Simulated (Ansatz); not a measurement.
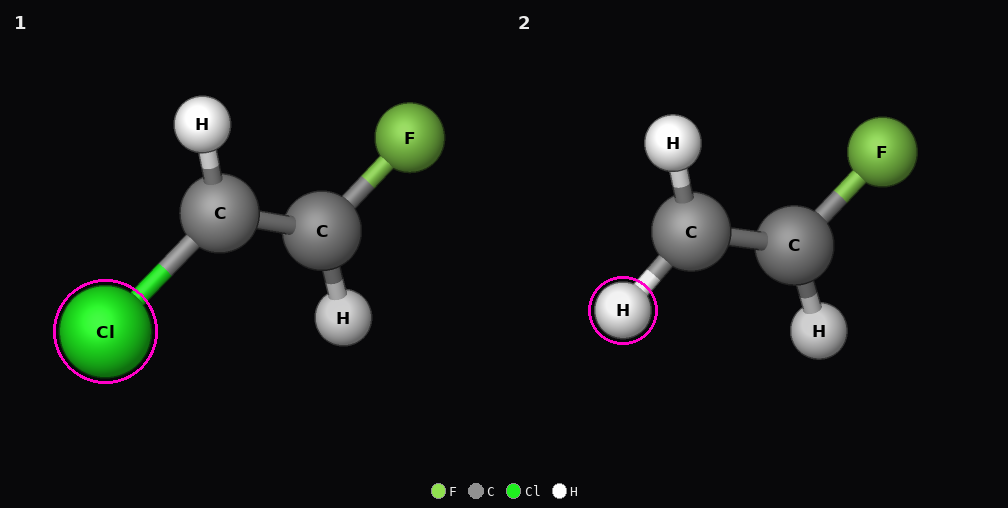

2 molecules with one skeleton, seen from the same side and at one scale; the atom that differs is circled. Charge 0, singlet. Computed geometries: PBE0-D4/def2-TZVP optimisations, one conformation each. Properties computed with Ansatz 0.2.0.

One atom differs, called X below: Cl in panel 1, H in panel 2. Their formulas are C2H2ClF (`F/C=C/Cl`), C2H3F (`C=CF`).

**In which is the HOMO–LUMO gap larger (PBE-D4/def2-TZVPP)?**

In panel 2 (X = H).

**In which is the harmonic zero-point energy higher (PBE0-D4/def2-TZVP)?**

In panel 2 (X = H).

Give the values. With PBE0-D4/def2-TZVP: length of X–C (Å), angle X–C–H (°), harmonic zero-point energy (kJ/mol). With PBE-D4/def2-TZVPP: dipole moment (D), HOMO energy (Kohn–Sham orbital) (eV), HOMO–LUMO gap (eV), vertical ionisation energy (eV).

| quantity | 1 (Cl) | 2 (H) | 2 − 1 |
| --- | --- | --- | --- |
| length of X–C (Å) | 1.713 | 1.081 | −0.632 |
| angle X–C–H (°) | 116.0 | 119.2 | +3.2 |
| dipole moment (D) | 0.15 | 1.20 | +1.05 |
| HOMO energy (Kohn–Sham orbital) (eV) | −6.17 | −6.49 | −0.32 |
| HOMO–LUMO gap (eV) | 4.99 | 5.70 | +0.71 |
| vertical ionisation energy (eV) | 9.64 | 10.39 | +0.75 |
| harmonic zero-point energy (kJ/mol) | 93.3 | 116.0 | +22.7 |
